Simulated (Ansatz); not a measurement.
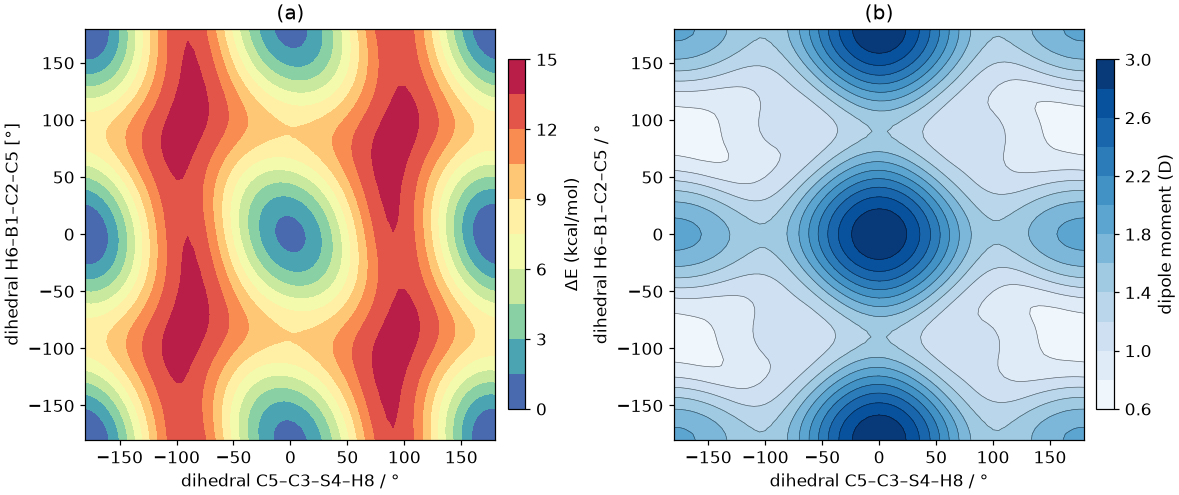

C₃H₅BS, SMILES BC1=C(S)C1. The first coordinate is: dihedral C5–C3–S4–H8; the second: dihedral H6–B1–C2–C5. Nothing is relaxed (all other coordinates rigid). The scan uses an 18 × 18 grid. Points are written as (first, second). Energies: kcal/mol, counted from the relaxed molecule at the same level. Level of theory: Ansatz, RKS PBE0-D4/def2-SVP.

Panel (a) is the energy and panel (b) the computed dipole moment on the same grid.

Drawn: filled contours. Between grid points the surface is interpolated.

### How does the dipole moment vary over the map, and what is it at the lowest grid point?

Leaving out the highest fifth of the energies, it runs from 0.72 D at (−180°, −100°) to 2.98 D at (0°, 0°). At the lowest grid point, (−180°, −180°), it is 1.84 D.
